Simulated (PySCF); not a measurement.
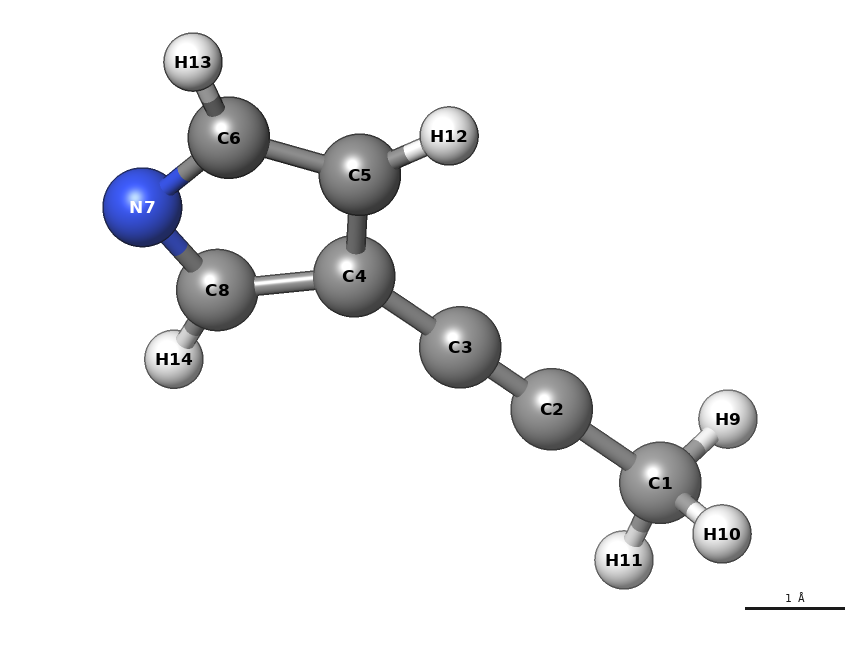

Orthographic view with a scale bar. State: charge −1, singlet. Computed geometry: PBE0-D3(BJ)/def2-SVP optimisation. No frequency run is at hand to confirm it as a minimum.

Reconstruct the coordinates (Å) as seen: x to the right, y up, z towards the viewer, origin at the mean of the atomic positions.

```xyz
14
C7H6N
C    2.44  -1.71  -1.38
C    1.34  -0.96  -0.78
C    0.42  -0.34  -0.28
C   -0.65   0.38   0.30
C   -0.60   1.41   1.29
C   -1.92   1.78   1.51
N   -2.79   1.08   0.74
C   -2.04   0.24   0.01
H    3.12  -1.06  -1.97
H    3.06  -2.22  -0.63
H    2.07  -2.49  -2.07
H    0.30   1.80   1.76
H   -2.28   2.55   2.21
H   -2.48  -0.46  -0.71
```
